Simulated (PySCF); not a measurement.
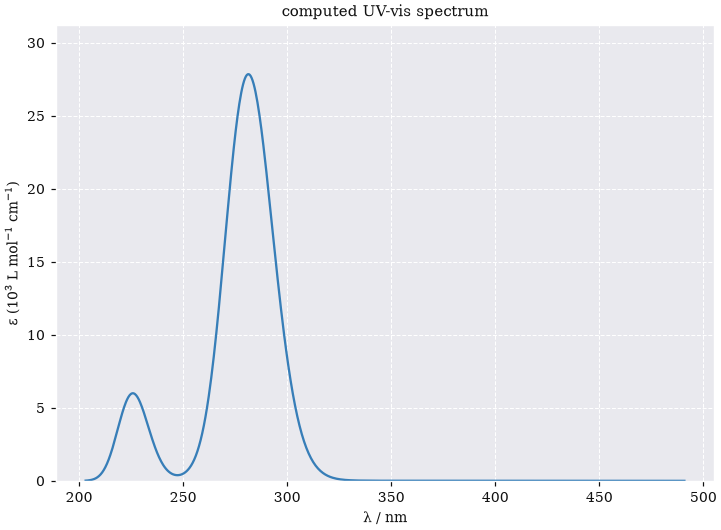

Vertical TDDFT excitations, PBE0/def2-SVPD with PySCF, at a GFN2-xTB geometry (no frequency check), gas phase. The lowest 6 singlet states are shown; each is broadened by a Gaussian of 1/e half-width 0.25 eV.

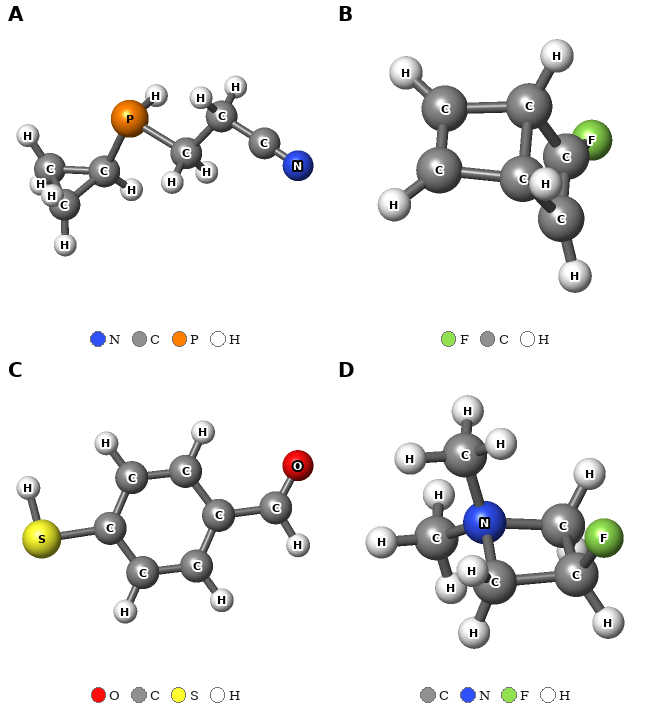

**Whose absorption spectrum is this? The candidates are drawn in the second picture. Charge and spin: A neutral singlet; B neutral singlet; C neutral singlet; D +1 singlet.**

Structure C, C₇H₆OS, SMILES O=Cc1ccc(S)cc1. Its lowest singlet lies at 3.73 eV (f = 0.000) and the brightest of those computed is S2 at 4.41 eV (281 nm), f = 0.429, mainly HOMO → LUMO (96 %).

Known limits of this run: the tight-binding geometry is rougher than a DFT one and adds to the error; one conformer of a flexible molecule; core orbitals are frozen in the response.
